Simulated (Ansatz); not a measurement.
**GaH₆NOSi₂: basis-set convergence**

How large a basis does GaH₆NOSi₂ need? Two functionals are run in growing sets.

Program: Ansatz 0.2.0, Gaussian basis. Level of theory: one geometry, several basis sets. These are calculated values, not measurements.

Levels to be run: PBE0-D4/def2-SVP; ωB97M-V/def2-SVP; PBE0-D4/def2-QZVPP; ωB97M-V/def2-QZVPP; the functionals' def2-TZVPP values are taken from earlier runs.

**1. The relaxed structure**

An earlier PBE0-D4 in a triple-zeta def2 set relaxation fixed the geometry.

SMILES `[NH2][Ga]1[O][SiH2][SiH2]1`, 11 atoms, charge 0, spin multiplicity 1.

Atoms are counted from 1 here; the program's logs count them from 0.

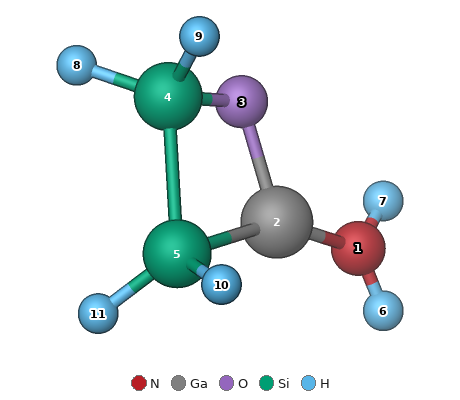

The geometry (nitrogen red, gallium grey, oxygen purple, silicon teal, hydrogen blue); atoms are numbered from 1 in the order of the file.

Coordinates:

```xyz
11
GaH6NOSi2
N    -1.4005    2.3334   -0.3315
Ga   -0.4126    0.8314   -0.2396
O    -0.7219   -0.2499    1.2309
Si    0.3005   -1.5308    1.0716
Si    1.2321   -0.7577   -0.9617
H    -1.3420    3.0104   -1.0712
H    -2.0827    2.5755    0.3674
H    -0.4196   -2.8301    0.9615
H     1.2754   -1.6303    2.1935
H     2.6393   -0.2745   -0.9917
H     0.9320   -1.4773   -2.2292
```

**2. PBE0-D4 in def2-SVP**

File in.yaml:

```yaml
crystal:
  periodic: [false, false, false]
  atoms:
    - {symbol: N, position_ang: [-1.400464, 2.333376, -0.331463]}
    - {symbol: Ga, position_ang: [-0.412609, 0.831388, -0.239628]}
    - {symbol: O, position_ang: [-0.721927, -0.249939, 1.230945]}
    - {symbol: Si, position_ang: [0.300510, -1.530841, 1.071600]}
    - {symbol: Si, position_ang: [1.232112, -0.757687, -0.961711]}
    - {symbol: H, position_ang: [-1.341977, 3.010356, -1.071191]}
    - {symbol: H, position_ang: [-2.082701, 2.575537, 0.367450]}
    - {symbol: H, position_ang: [-0.419614, -2.830131, 0.961520]}
    - {symbol: H, position_ang: [1.275441, -1.630298, 2.193464]}
    - {symbol: H, position_ang: [2.639273, -0.274462, -0.991733]}
    - {symbol: H, position_ang: [0.931965, -1.477300, -2.229242]}
basis:
  gaussian: {orbitals: def2-SVP}
hamiltonian: {xc: pbe0, dispersion: d4}
output: {orbitals: {seedname: orbitals}}
```

Launch:

```sh
$ ansatz run in.yaml --threads 4 --pin off --events-out ev --progress --plain --max-ram 10444MiB
```

After this run come: ωB97M-V in def2-SVP; PBE0-D4 in def2-QZVPP; ωB97M-V in def2-QZVPP.

Q: Predict the results of all the runs planned. Wanted: PBE0-D4: double and triple zeta above quadruple; ωB97M-V: double and triple zeta above quadruple.

As calculated:

| quantity | value |
| --- | --- |
| PBE0-D4: double and triple zeta above quadruple | 18.70, 1.93 eV |
| ωB97M-V: double and triple zeta above quadruple | 18.71, 1.85 eV |

**Reading.** For PBE0-D4 the step from double to triple zeta gains 16.77 eV and the next only 1.93 eV. Total energies overstate the basis error of differences, where much of it tends to cancel.
